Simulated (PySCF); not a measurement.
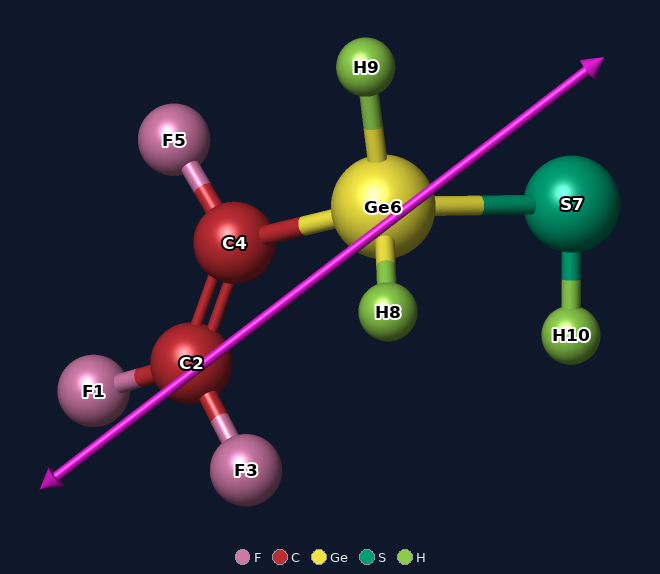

The double arrow shows the direction of the transition dipole to excited singlet state 4 (its length means nothing). Computed geometry: PBE0-D3(BJ)/def2-SVP optimisation. No frequency run is at hand to confirm it as a minimum. Level of theory: TDDFT B3LYP/def2-SVPD, vertical, gas phase, core orbitals frozen in the response (PySCF 2.14.0).

Question: How is the transition polarised?

Answer: Close to the long direction F1···S7.

Question: Give its energy, strength and character.

Answer: 6.22 eV (199 nm), oscillator strength 0.018, mainly HOMO−1 → LUMO+1 (weight 0.83); transition dipole 0.87 D.
